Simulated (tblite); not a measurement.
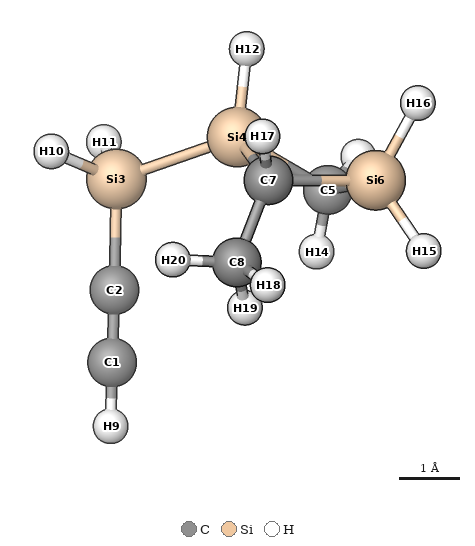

The starting structure (ball-and-stick view, seen at a tilt; atoms are numbered from 1 in the order of the input). Bond lengths as drawn: C–C 1.21 to 1.52 Å, C–H 1.07 to 1.11 Å, C–Si 1.85 to 1.93 Å, H–Si 1.48 Å and Si–Si 2.29 Å.

Geometry relaxation, with input and output: C$_{5}$H$_{12}$Si$_{3}$ (part 1 of 4)

System: C$_{5}$H$_{12}$Si$_{3}$.
Method: GFN2-xTB geometry optimisation, gas phase (tblite 0.8.0).

## Input
```
{"job": {"kind": "relax", "xc": "GFN2-xTB", "basis": "xTB"}, "charge": 0, "multiplicity": 1}
C      2.815100    -1.557000     1.385400
C      2.563100    -0.560400     0.738800
Si     2.210600     0.972700    -0.240700
Si    -0.048800     1.290500    -0.443800
C     -1.019600     1.003000     1.179400
Si    -2.416300     0.337600     0.058800
C     -1.053300    -0.139000    -1.225400
C     -0.508400    -1.544800    -1.074200
H      3.026800    -2.435000     1.953300
H      2.806700     0.862800    -1.591400
H      2.808100     2.152900     0.425900
H     -0.401700     2.583800    -1.063200
H     -1.269800     1.910000     1.741700
H     -0.586900     0.246700     1.830100
H     -3.122600    -0.824400     0.633600
H     -3.320500     1.402600    -0.428900
H     -1.364000     0.093400    -2.241700
H     -1.263200    -2.288100    -1.404700
H     -0.231200    -1.803900    -0.045700
H      0.370600    -1.692700    -1.709300
```

The first line tells a small driver script what to run in tblite; the rest is the geometry in Å.

Machine: 1 CPU thread, shared host.

Run as:
```bash
OMP_NUM_THREADS=1 python <driver script> task.json out
```

## The program's output
```
step      E/eV     max force
  0    -595.03484    1.070
  1    -595.08119    2.039
  2    -595.11387    1.550
  3    -595.14843    0.440
  4    -595.17384    0.320
  5    -595.19105    0.437
  6    -595.20612    0.295
  7    -595.21954    0.220
  8    -595.22899    0.207
  9    -595.23595    0.201
 10    -595.24185    0.166
 11    -595.24796    0.207
 12    -595.25445    0.213
 13    -595.26000    0.179
 14    -595.26358    0.143
 15    -595.26557    0.084
 16    -595.26679    0.079
 17    -595.26771    0.072
 18    -595.26867    0.080
 19    -595.26994    0.107
 20    -595.27163    0.111
 21    -595.27347    0.107
 22    -595.27509    0.077
 23    -595.27635    0.097
 24    -595.27748    0.097
 25    -595.27867    0.074
 26    -595.27996    0.089
 27    -595.28141    0.090
 28    -595.28321    0.119
 29    -595.28552    0.127
 30    -595.28815    0.130
 31    -595.29071    0.104
 32    -595.29296    0.092
 33    -595.29500    0.122
 34    -595.29712    0.110
 35    -595.29932    0.132
 36    -595.30139    0.114
 37    -595.30328    0.125
 38    -595.30506    0.113
 39    -595.30655    0.083
 40    -595.30763    0.076
 41    -595.30851    0.084
 42    -595.30952    0.094
 43    -595.31078    0.098
 44    -595.31204    0.106
 45    -595.31321    0.111
 46    -595.31416    0.094
 47    -595.31505    0.067
 48    -595.31576    0.059
 49    -595.31661    0.065
 50    -595.31722    0.059
 51    -595.31779    0.061
 52    -595.31841    0.063
 53    -595.31917    0.060
 54    -595.31997    0.071
 55    -595.32072    0.071
 56    -595.32135    0.060
 57    -595.32184    0.039
 58    -595.32217    0.032
 59    -595.32243    0.049
 60    -595.32270    0.048
 61    -595.32317    0.052
 62    -595.32360    0.058
 63    -595.32405    0.053
 64    -595.32441    0.052
 65    -595.32479    0.057
 66    -595.32521    0.049
 67    -595.32562    0.050
 68    -595.32595    0.035
 69    -595.32624    0.044
 70    -595.32662    0.051
 71    -595.32712    0.055
 72    -595.32760    0.056
 73    -595.32791    0.035
 74    -595.32811    0.037
 75    -595.32838    0.045
 76    -595.32891    0.073
 77    -595.32988    0.095
 78    -595.33121    0.131
 79    -595.33271    0.098
 80    -595.33403    0.080
 81    -595.33528    0.093
 82    -595.33619    0.100
 83    -595.33791    0.090
 84    -595.33895    0.079
 85    -595.33983    0.086
 86    -595.34069    0.077
 87    -595.34219    0.088
 88    -595.34384    0.089
 89    -595.34483    0.058
 90    -595.34542    0.075
 91    -595.34575    0.064
 92    -595.34608    0.051
 93    -595.34652    0.058
 94    -595.34696    0.070
 95    -595.34734    0.043
 96    -595.34770    0.047
 97    -595.34806    0.055
 98    -595.34830    0.049
 99    -595.34862    0.050
100    -595.34906    0.050
101    -595.34950    0.065
102    -595.35017    0.083
103    -595.35098    0.076
104    -595.35174    0.117
105    -595.35185    0.069
106    -595.35248    0.090
107    -595.35279    0.086
108    -595.35307    0.038
109    -595.35368    0.035
110    -595.35396    0.058
111    -595.35414    0.033
112    -595.35426    0.034
113    -595.35441    0.032
114    -595.35455    0.042
115    -595.35469    0.024
116    -595.35482    0.031
117    -595.35497    0.034
118    -595.35509    0.029
119    -595.35518    0.017
120    -595.35523    0.014
121    -595.35526    0.014
122    -595.35530    0.017
123    -595.35532    0.012
124    -595.35534    0.011
125    -595.35536    0.009
```

## Trajectory as extended XYZ (Å, eV, eV/Å), 40 of the 126 frames kept, from step=0 to step=125
```
20
Properties=species:S:1:pos:R:3:forces:R:3 step=0 energy=-595.03484
C     2.8151   -1.5570    1.3854   -0.1620   0.5790  -0.3740
C     2.5631   -0.5604    0.7388    0.4210  -0.8160   0.5490
Si    2.2106    0.9727   -0.2407    0.0160   0.2240  -0.1840
Si   -0.0488    1.2905   -0.4438    0.9480  -0.1000   0.1650
C    -1.0196    1.0030    1.1794   -0.5210   0.6710  -0.2260
Si   -2.4163    0.3376    0.0588   -0.3730  -0.6750   0.2870
C    -1.0533   -0.1390   -1.2254   -0.6870   0.6390   0.2970
C    -0.5084   -1.5448   -1.0742   -0.2110  -0.5370  -0.4320
H     3.0268   -2.4350    1.9533   -0.1310   0.4230  -0.2790
H     2.8067    0.8628   -1.5914    0.1140  -0.0940   0.2530
H     2.8081    2.1529    0.4259    0.0930  -0.2860  -0.0270
H    -0.4017    2.5838   -1.0632   -0.0860  -0.0660   0.0250
H    -1.2698    1.9100    1.7417    0.1740  -0.4240   0.0870
H    -0.5869    0.2467    1.8301   -0.0510   0.2310  -0.0030
H    -3.1226   -0.8244    0.6336   -0.0510   0.2180  -0.1370
H    -3.3205    1.4026   -0.4289    0.1780  -0.2790   0.1210
H    -1.3640    0.0934   -2.2417    0.1190  -0.4090  -0.1990
H    -1.2632   -2.2881   -1.4047    0.3140   0.3660   0.1950
H    -0.2312   -1.8039   -0.0457   -0.0900   0.2930  -0.2480
H     0.3706   -1.6927   -1.7093   -0.0150   0.0410   0.1300
20
Properties=species:S:1:pos:R:3:forces:R:3 step=3 energy=-595.14843
C     2.8138   -1.5543    1.3838   -0.0850   0.3630  -0.2340
C     2.5752   -0.5621    0.7409    0.1890  -0.0160   0.0250
Si    2.2187    0.9751   -0.2441    0.2730  -0.0960   0.0430
Si   -0.0147    1.2869   -0.4359   -0.1000  -0.0350   0.0180
C    -1.0377    1.0201    1.1656   -0.0350  -0.0080  -0.1010
Si   -2.4317    0.3137    0.0712   -0.0450   0.0060   0.0470
C    -1.0786   -0.1208   -1.2142    0.0270  -0.1010  -0.0560
C    -0.5152   -1.5491   -1.0867   -0.0670   0.3970   0.0100
H     3.0214   -2.4191    1.9428   -0.0140  -0.0720   0.0420
H     2.8143    0.8574   -1.5802    0.1960  -0.1010   0.0500
H     2.8144    2.1394    0.4256    0.1730  -0.1140   0.0560
H    -0.4045    2.5782   -1.0609    0.0270  -0.1540   0.0700
H    -1.2645    1.8991    1.7518   -0.0230   0.0470   0.1770
H    -0.5932    0.2643    1.8248   -0.1380   0.2830  -0.1620
H    -3.1300   -0.8206    0.6303   -0.2920  -0.2350   0.1000
H    -3.3119    1.3872   -0.4222    0.0440  -0.2070   0.0880
H    -1.3590    0.0741   -2.2504    0.0170  -0.1910  -0.0180
H    -1.2568   -2.2788   -1.3998   -0.1020  -0.0350  -0.0510
H    -0.2361   -1.7896   -0.0589   -0.0490   0.1750  -0.0810
H     0.3710   -1.6903   -1.7053    0.0030   0.0930  -0.0230
20
Properties=species:S:1:pos:R:3:forces:R:3 step=6 energy=-595.20612
C     2.8110   -1.5409    1.3754    0.0840  -0.2370   0.1540
C     2.6030   -0.5473    0.7338    0.1150   0.0610  -0.0380
Si    2.2480    0.9710   -0.2450   -0.1390   0.1560  -0.1130
Si   -0.0038    1.2781   -0.4314   -0.0520  -0.0630  -0.0760
C    -1.0555    1.0380    1.1490   -0.0380   0.1550   0.1390
Si   -2.4454    0.2916    0.0849    0.0090  -0.1690   0.0040
C    -1.0916   -0.1144   -1.2149    0.0380   0.0360  -0.0600
C    -0.5249   -1.5221   -1.0949    0.0100  -0.2640  -0.0030
H     3.0140   -2.4104    1.9364   -0.0490   0.0450  -0.0310
H     2.8465    0.8406   -1.5704    0.2250  -0.0830  -0.0860
H     2.8432    2.1194    0.4344    0.2130   0.0330   0.0980
H    -0.4025    2.5576   -1.0519    0.0340   0.0060  -0.0180
H    -1.2660    1.8986    1.7753   -0.1030   0.0840  -0.0870
H    -0.6096    0.3007    1.8067    0.0660  -0.1540   0.0640
H    -3.1693   -0.8448    0.6395   -0.1000  -0.0480   0.0230
H    -3.3072    1.3565   -0.4093   -0.1910   0.0150  -0.0190
H    -1.3566    0.0422   -2.2590   -0.1090   0.0770  -0.0370
H    -1.2618   -2.2713   -1.4022    0.0400   0.1330  -0.0160
H    -0.2447   -1.7585   -0.0727    0.0110   0.0720   0.1500
H     0.3683   -1.6740   -1.7055   -0.0640   0.1460  -0.0500
20
Properties=species:S:1:pos:R:3:forces:R:3 step=10 energy=-595.24185
C     2.8175   -1.5386    1.3740    0.0180   0.0870  -0.0590
C     2.6423   -0.5376    0.7287   -0.0030   0.0000  -0.0120
Si    2.2583    0.9859   -0.2596    0.1450  -0.0720   0.0370
Si   -0.0086    1.2669   -0.4357    0.0190   0.0580   0.0500
C    -1.0696    1.0519    1.1545   -0.0130  -0.1400  -0.0480
Si   -2.4569    0.2628    0.0935   -0.0540   0.0990   0.0080
C    -1.1001   -0.1156   -1.2222   -0.1110   0.0150   0.0630
C    -0.5256   -1.5221   -1.0928   -0.0190   0.1270  -0.0020
H     3.0031   -2.4101    1.9355   -0.0170   0.0110  -0.0050
H     2.9068    0.8161   -1.5723    0.0520   0.0040   0.0940
H     2.8984    2.1067    0.4529    0.0400  -0.0810  -0.0600
H    -0.3950    2.5489   -1.0525    0.0170   0.0560  -0.0560
H    -1.2886    1.9182    1.7752   -0.0500  -0.0640  -0.1420
H    -0.6126    0.3059    1.8041   -0.0190   0.0420   0.0600
H    -3.2094   -0.8670    0.6480    0.0560   0.0610  -0.0390
H    -3.3364    1.3288   -0.4007   -0.0800  -0.1170   0.0330
H    -1.3758    0.0381   -2.2676   -0.0600   0.0620   0.0800
H    -1.2656   -2.2564   -1.4086    0.0320  -0.0710   0.0340
H    -0.2480   -1.7300   -0.0603    0.0190  -0.0530  -0.0580
H     0.3605   -1.6424   -1.7158    0.0280  -0.0270   0.0200
20
Properties=species:S:1:pos:R:3:forces:R:3 step=13 energy=-595.26000
C     2.8278   -1.5318    1.3693    0.0260  -0.1170   0.0710
C     2.6642   -0.5313    0.7228   -0.0490   0.0270  -0.0310
Si    2.2792    0.9874   -0.2653   -0.0280  -0.0380   0.0240
Si   -0.0067    1.2697   -0.4321    0.0220  -0.0030  -0.0430
C    -1.0785    1.0370    1.1538    0.0320   0.0950  -0.0500
Si   -2.4719    0.2595    0.0989    0.0420   0.0080   0.0030
C    -1.1216   -0.1124   -1.2157    0.1320   0.1210  -0.0080
C    -0.5275   -1.5112   -1.0908   -0.0670  -0.0170  -0.0720
H     2.9934   -2.4078    1.9341   -0.0030   0.0810  -0.0480
H     2.9543    0.8025   -1.5600    0.0120   0.0220   0.0300
H     2.9411    2.0883    0.4543    0.0130  -0.0110  -0.0490
H    -0.3865    2.5567   -1.0646    0.0470  -0.0580   0.0350
H    -1.3141    1.9210    1.7449    0.0100  -0.1300  -0.0520
H    -0.6146    0.3082    1.8181   -0.0740   0.0790   0.0500
H    -3.2199   -0.8669    0.6452   -0.0090  -0.0730   0.0390
H    -3.3758    1.2965   -0.3920   -0.1140   0.0200   0.0000
H    -1.4022    0.0534   -2.2588   -0.0290  -0.0120   0.0840
H    -1.2599   -2.2576   -1.4062    0.0740  -0.0090   0.0520
H    -0.2451   -1.7243   -0.0587    0.0070  -0.0010  -0.1110
H     0.3591   -1.6263   -1.7190   -0.0430   0.0180   0.0760
20
Properties=species:S:1:pos:R:3:forces:R:3 step=16 energy=-595.26679
C     2.8320   -1.5311    1.3682   -0.0120   0.0110  -0.0110
C     2.6695   -0.5311    0.7206   -0.0440  -0.0430   0.0160
Si    2.2858    0.9848   -0.2656   -0.0260   0.0120  -0.0100
Si   -0.0009    1.2702   -0.4336    0.0470  -0.0190  -0.0090
C    -1.0788    1.0368    1.1466    0.0150   0.0170  -0.0120
Si   -2.4763    0.2577    0.1013   -0.0130  -0.0180  -0.0240
C    -1.1205   -0.1030   -1.2131   -0.0010  -0.0320  -0.0100
C    -0.5324   -1.5044   -1.0948    0.0310  -0.0050   0.0090
H     2.9905   -2.4038    1.9319    0.0320  -0.0550   0.0390
H     2.9747    0.7989   -1.5519   -0.0050   0.0160  -0.0060
H     2.9597    2.0794    0.4501    0.0000   0.0190  -0.0260
H    -0.3784    2.5542   -1.0657    0.0390  -0.0070   0.0160
H    -1.3241    1.9148    1.7320   -0.0150   0.0710   0.0320
H    -0.6236    0.3187    1.8270   -0.0340   0.0200   0.0180
H    -3.2246   -0.8737    0.6477    0.0440  -0.0230   0.0150
H    -3.4012    1.2832   -0.3872   -0.0480  -0.0160   0.0240
H    -1.4151    0.0579   -2.2500   -0.0090   0.0290  -0.0250
H    -1.2541   -2.2602   -1.4020   -0.0340  -0.0020  -0.0210
H    -0.2436   -1.7209   -0.0681    0.0130   0.0090   0.0210
H     0.3562   -1.6179   -1.7152    0.0220   0.0150  -0.0380
20
Properties=species:S:1:pos:R:3:forces:R:3 step=19 energy=-595.26994
C     2.8327   -1.5351    1.3697   -0.0080  -0.0340   0.0190
C     2.6606   -0.5369    0.7214   -0.0280  -0.0070   0.0020
Si    2.2845    0.9839   -0.2661    0.0920  -0.0480   0.0240
Si    0.0059    1.2673   -0.4360   -0.0640  -0.0150   0.0460
C    -1.0768    1.0419    1.1433   -0.0840   0.0210   0.0330
Si   -2.4777    0.2569    0.0980    0.0040   0.0290   0.0280
C    -1.1178   -0.1026   -1.2144   -0.0700  -0.0090  -0.0030
C    -0.5306   -1.5049   -1.0967   -0.0010   0.0110  -0.0190
H     2.9951   -2.4086    1.9358    0.0140   0.0240  -0.0150
H     2.9795    0.8017   -1.5501   -0.0130   0.0020  -0.0070
H     2.9649    2.0803    0.4426   -0.0150   0.0010  -0.0140
H    -0.3677    2.5525   -1.0633    0.0270   0.0200  -0.0060
H    -1.3294    1.9211    1.7285    0.0180   0.0300  -0.0350
H    -0.6332    0.3257    1.8349   -0.0150   0.0290  -0.0230
H    -3.2164   -0.8803    0.6515    0.0600   0.0050  -0.0030
H    -3.4206    1.2765   -0.3816    0.0190  -0.0710   0.0370
H    -1.4212    0.0655   -2.2485    0.0370  -0.0110  -0.0180
H    -1.2547   -2.2610   -1.4027    0.0170   0.0280  -0.0120
H    -0.2402   -1.7198   -0.0694    0.0050   0.0100  -0.0040
H     0.3579   -1.6132   -1.7188    0.0050  -0.0160  -0.0290
20
Properties=species:S:1:pos:R:3:forces:R:3 step=22 energy=-595.27509
C     2.8324   -1.5445    1.3733    0.0000  -0.0340   0.0230
C     2.6449   -0.5500    0.7238    0.0400   0.0070   0.0050
Si    2.2969    0.9753   -0.2647   -0.0600  -0.0210   0.0040
Si    0.0110    1.2588   -0.4318   -0.0590   0.0310   0.0330
C    -1.0892    1.0556    1.1407   -0.0350   0.0170   0.0280
Si   -2.4827    0.2548    0.0990    0.0190  -0.0110   0.0480
C    -1.1259   -0.1018   -1.2164    0.0450   0.0620   0.0110
C    -0.5278   -1.5010   -1.1034   -0.0350   0.0220  -0.0220
H     3.0053   -2.4147    1.9411   -0.0050   0.0140  -0.0130
H     2.9933    0.8039   -1.5475   -0.0060  -0.0360  -0.0320
H     2.9784    2.0795    0.4279   -0.0090  -0.0050   0.0320
H    -0.3415    2.5509   -1.0597    0.0170   0.0080  -0.0080
H    -1.3390    1.9417    1.7172    0.0010   0.0340  -0.0660
H    -0.6556    0.3472    1.8452    0.0100  -0.0020  -0.0080
H    -3.1942   -0.8947    0.6591    0.0430  -0.0260   0.0140
H    -3.4571    1.2472   -0.3631    0.0040  -0.0160  -0.0050
H    -1.4278    0.0755   -2.2502    0.0430  -0.0380   0.0100
H    -1.2534   -2.2572   -1.4069    0.0530   0.0060  -0.0060
H    -0.2336   -1.7120   -0.0747   -0.0030  -0.0010  -0.0660
H     0.3603   -1.6038   -1.7307   -0.0630  -0.0110   0.0190
```
